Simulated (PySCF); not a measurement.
# C4H8Cl3NSn (SnCl3(pyrrolidide)): the cost of one run

Computed with PySCF 2.14.0 and routines of our own; the level stands in each step. Atoms count from 0.

### Step 1. The system as given

17 atoms, charge 0, multiplicity 1; geometry from: GFN2-xTB.

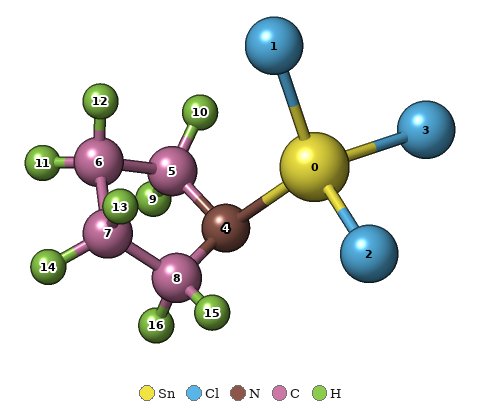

The starting geometry (tin yellow, chlorine blue, nitrogen brown, carbon pink, hydrogen green); sticks join atoms by distance alone.

### Step 2. Optimising the geometry at PBE0-D3(BJ)/def2-SVP

The job: settings as JSON, then the geometry in Å.

```
{"job": {"xc": "PBE0", "basis": "def2-SVP", "d3": "d3bj", "grid": 1, "maxiter": 30, "shake": 0.03, "kind": "geom"}, "charge": 0, "multiplicity": 1}
Sn     1.136700     1.778470     0.807820
Cl     0.650430     1.260960     3.062830
Cl     3.344620     1.767530     0.420610
Cl     0.513670     4.089560     0.538940
N     -0.007570     0.687930    -0.797520
C     -1.330200     0.314720    -0.362400
C     -1.176490    -1.092600     0.298550
C      0.232980    -1.568340    -0.140980
C      0.655730    -0.503900    -1.059930
H     -1.918870     0.240720    -1.247570
H     -1.815020     1.040810     0.310160
H     -1.980230    -1.744370    -0.030850
H     -1.363640    -0.976470     1.353510
H      0.812670    -1.604700     0.752550
H      0.146350    -2.607940    -0.574060
H      1.742590    -0.355420    -1.132050
H      0.327730    -0.727550    -2.139350
```

The run is started by

```sh
$ OMP_NUM_THREADS=1 python heavy_run.py task.json out
```

The driver reads the jobs from task.json and runs them one after another.

Q: Estimate the wall time and peak memory of this first job on 1 thread of Arm Neoverse V2, shared host.

About 5.2 min, with a peak of 0.95 GiB.
